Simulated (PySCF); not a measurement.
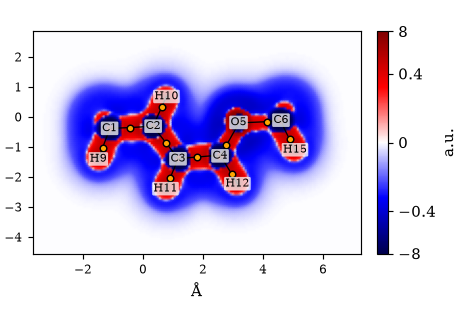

C5H9O, charge +1, SMILES `C[CH+]/C=C\OC`. Negative Laplacian of the density (−∇²ρ) in a plane through 11 of the atoms (red positive, blue negative, colour scale in a.u., logarithmic beyond ±0.04), with bond paths and bond critical points (dots).

PySCF calculation, ωB97X/def2-SVPD, gas phase; geometry: GFN2-xTB. No frequency check shows the geometry to be a minimum.

### Sort the bonds in the plane by the sign of ∇²ρ at their critical points.

Concentrated (∇²ρ < 0): C2–C3 (−0.85 a.u.); C3–C4 (−0.83 a.u.); C4–H12 (−1.23 a.u.); C2–H10 (−1.19 a.u.); C3–H11 (−1.12 a.u.); C6–H15 (−1.12 a.u.); C1–H9 (−1.07 a.u.); C1–C2 (−0.72 a.u.). Depleted (∇²ρ > 0): C4–O5 (+0.10 a.u., H = −0.576); O5–C6 (+0.06 a.u., H = −0.327). A positive Laplacian with clearly negative H marks a strongly polar covalent bond, whose critical point lies close to the core of the less electronegative atom.

### Where along O5–C6 does the critical point lie?

0.96 Å from O5 and 0.46 Å from C6.
